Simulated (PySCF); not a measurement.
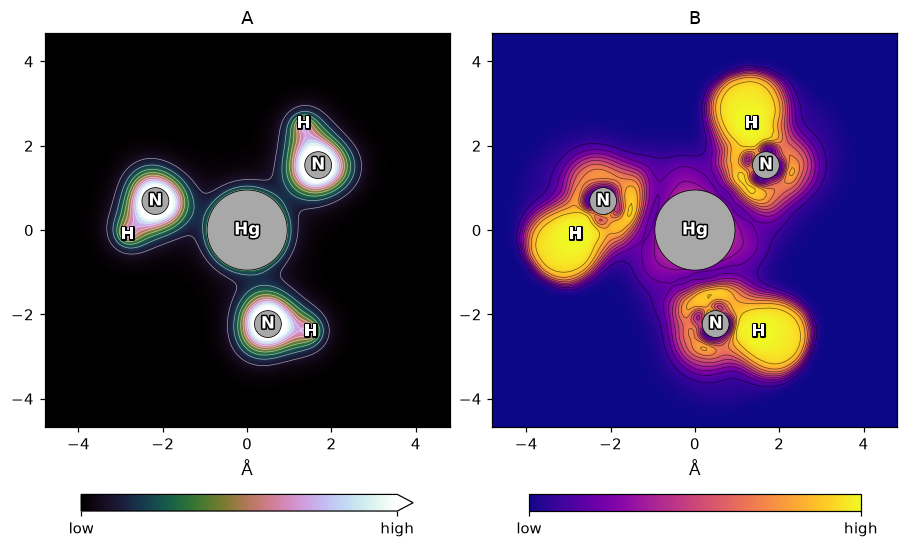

H₉HgN₃ (charge +2): 2 fields on the plane of atoms N2, Hg1 and N6, with unlabelled colour scales. Grey discs cover the atomic cores.

Core potentials replace the inner electrons of Hg.

Level of theory: PySCF, RKS PBE, Hg def2-SVP with ECP60, N def2-SVP, H def2-SVP; non-relativistic Hamiltonian with scalar-relativistic core potentials where named; density fitting.

```yaml
atoms:
  - { symbol: Hg, position_ang: [0.0000, 0.0000, 0.0000] }
  - { symbol: N, position_ang: [2.2827, 0.0024, 0.0000] }
  - { symbol: H, position_ang: [2.6707, -0.4788, 0.8310] }
  - { symbol: H, position_ang: [2.6707, -0.4788, -0.8310] }
  - { symbol: H, position_ang: [2.6787, 0.9587, 0.0000] }
  - { symbol: N, position_ang: [-1.1434, 1.9756, 0.0000] }
  - { symbol: H, position_ang: [-0.9207, 2.5523, 0.8310] }
  - { symbol: H, position_ang: [-0.9207, 2.5523, -0.8310] }
  - { symbol: H, position_ang: [-2.1696, 1.8405, 0.0000] }
  - { symbol: N, position_ang: [-1.1392, -1.9781, 0.0000] }
  - { symbol: H, position_ang: [-1.7500, -2.0735, 0.8310] }
  - { symbol: H, position_ang: [-1.7500, -2.0735, -0.8310] }
  - { symbol: H, position_ang: [-0.5091, -2.7992, 0.0000] }
```

Match the panels to the quantities (electron density and electron localisation function).

Answer. Panel A: electron density. Panel B: electron localisation function. From the grid: Hg–N (2.28 Å): ρ is about 0.52 e/Å³ halfway; the ELF peaks at about 0.90 in the valence shell of N, 0.7 Å from its nucleus, and drops to about 0.15 between the two atoms. N–H (1.04 Å): the density is about 2.8 e/Å³ at the midpoint; the ELF climbs to about 1 towards the hydrogen, as it does in any bond to H; a covalent bond by its length.
